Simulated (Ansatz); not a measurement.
Breaking the C3–H4 bond in CH4Be (SMILES [BeH][CH3]) (multiplicity 1 held, fragments rigid). Energies count from the point at 1.095 Å.
Geometry at that point (charge 0, multiplicity 1):
```xyz
6

Be    -0.9385    -0.4948    -0.1342
H     -2.1072    -1.1109    -0.3012
C      0.5312     0.2800     0.0759
H      1.0155    -0.0062     1.0158
H      0.4218     1.3697     0.0949
H      1.2371     0.0463    -0.7283
```

Restricted levels (R-, RO-) in cc, def2 and unpolarised 6-31G sets keep to the state of the molecule at rest. Unrestricted levels (U-) break spin symmetry where that is lower. Active spaces are followed from a long bond inwards. Levels need not reach the same state.

Correlated levels freeze the cores.

Codes used: Ansatz (Gaussian orbitals). Each number belongs to the level named beside it.

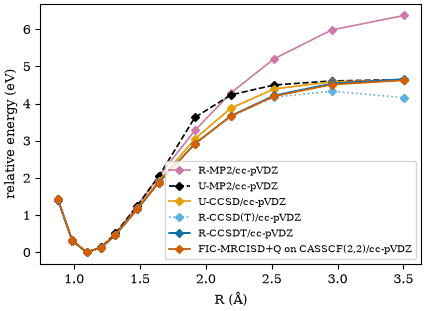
Fig. 1. Relative energy along the coordinate

Doubts at one or more of the structures used: a restricted determinant that unrestricted orbitals would lower (R-MP2/cc-pVDZ, R-CCSD(T)/cc-pVDZ, R-CCSDT/cc-pVDZ); a spin-contaminated determinant (U-MP2/cc-pVDZ, U-CCSD/cc-pVDZ); T1 above 0.05 (U-CCSD/cc-pVDZ, R-CCSD(T)/cc-pVDZ, R-CCSDT/cc-pVDZ); other coupled-cluster roots lie near (R-CCSD(T)/cc-pVDZ, R-CCSDT/cc-pVDZ).

Ansatz is a program for electronic structure.
